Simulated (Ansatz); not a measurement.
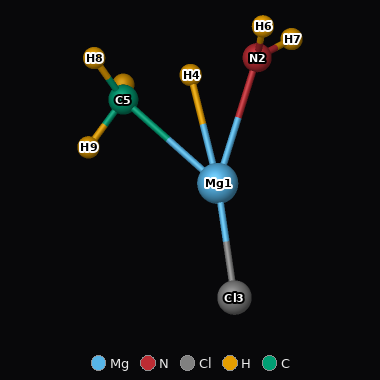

The system is the reacting system CH₆ClMgN (fragments ClH₂MgN + CH₄ where the first distance is long, CH₆ClMgN where the second is long); the picture shows the reference structure. 
- Coordinates scanned: (1) distance Mg1–C5 (bond that forms); (2) distance H4–C5 (bond that breaks).
- Relaxed at each point: all other coordinates.
- Grid: 7 × 7 points.
- Points are written as (first, second).
- Energies are in kJ/mol, from a guessed transition structure relaxed with its forming and breaking bonds held.
- Energies and slopes of some neighbouring points disagree (a jump in structure or state, or too coarse a mesh). The reference is spin-restricted, so regions where a bond is pulled apart into radicals lie too high.
- All numbers below come from Ansatz, RKS r2SCAN-D4/def2-SVP.

Its coordinates:

```xyz
10

Mg   -1.0260   -0.1545   -1.2116
N     1.3546   -0.5645   -0.6778
Cl   -2.7684   -0.1583   -2.5697
H     0.5412   -0.0520    0.2634
C    -0.3959    0.4846    1.1499
H     1.7348   -1.5003   -0.5253
H     2.1146    0.0222   -1.0266
H    -0.1232   -0.1873    1.9807
H    -1.4903    0.6402    1.2703
H     0.0586    1.4699    1.3466
```

Range: distance Mg1–C5 (bond that forms) from 1.953 to 3.153 Å; distance H4–C5 (bond that breaks) from 0.963 to 2.763 Å.

> What landscape does the calculation give?

The lowest grid point is at (2.081 Å, 2.763 Å), −169 kJ/mol from a guessed transition structure relaxed with its forming and breaking bonds held. It lies at the edge of the scanned range, so the true minimum may lie outside. Other grid points that lie below all their neighbours: (2.676 Å, 1.155 Å) (16 kJ/mol higher). The highest grid point, (3.153 Å, 1.720 Å), lies 174 kJ/mol above the lowest.

```tsv
second ↓, first →	1.953	2.081	2.257	2.458	2.676	2.908	3.153
2.763	−157	−169	−161	−132	−93	−49	−6
2.396	−147	−160	−153	−126	−87	−45	−4
2.047	−129	−144	−138	−113	−77	−38	0
1.720	−94	−112	−110	−89	−58	−25	5
1.419	−39	−62	−72	−73	−71	−69	−66
1.155	−80	−116	−141	−151	−153	−152	−149
0.963	−44	−79	−104	−115	−117	−116	−113
```

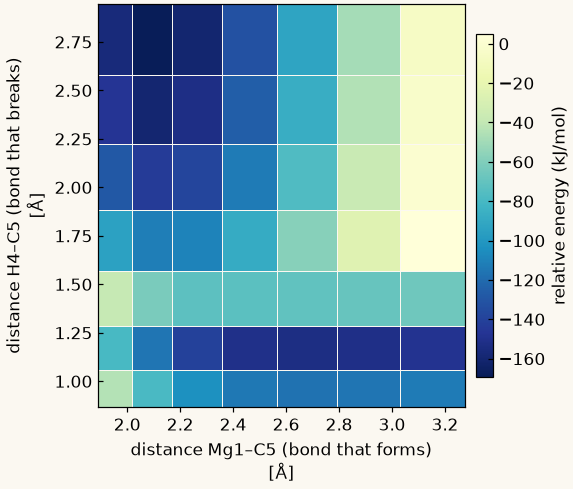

The picture shows one coloured cell a grid point.

Each point was launched as `ansatz run input.yaml --threads 1 --pin off --max-ram 2560MiB --backend cpu --events-out ev --progress --plain --runs-dir out`. The whole map (49 points run) took 30 min on 1 thread of Intel(R) Xeon(R) Platinum 8259CL CPU @ 2.50GHz (Skylake/Cascade Lake) (shared host).
